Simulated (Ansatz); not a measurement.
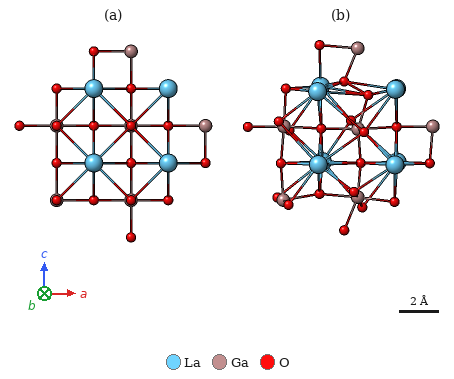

Left: perfect LaGaO₃. Right: the same region with a pair of point defects, after relaxing the atoms in a supercell of 40 sites. Style: ball-and-stick. Shown: the atoms within 5.2 Å of one point, in a slice 5.0 Å thick across the line of sight, along the b axis.

All numbers below come from DFT, PBEsol, PAW, plane waves in Ansatz 0.2.0. Settings: plane-wave cutoff 420 eV; k-point mesh 1 × 1 × 1; mesh shifted by (0.25, 0.25, 0.25); no spin polarisation. Fermi-Dirac smearing of 0.01 eV. The axes drawn are those of the host's conventional cell.

Which defect is it?

A gallium atom is replaced by oxygen and an extra gallium atom is put between the host's atoms (an interstitial), the two sites 2.7 Å apart.

The charge state of the cell is 0.

What does the relaxation do around it?

In the host the Ga atom has 6 O at 1.93 Å; the O atom ends with 1 O at 1.43 Å. The Ga atom starts with 2 La at 1.93 to 1.94 Å, 4 O at 1.93 Å around its place and ends with 6 O at 1.83 to 2.04 Å. Of the host's atoms, an oxygen atom moves furthest from its site, by 0.82 Å. The O atom itself moves 1.70 Å from where it was put. The Ga atom itself moves 2.63 Å from where it was put.

Limits of the set-up: the periodic images lie only 7.7 Å apart, so the values are limited by the cell's size.
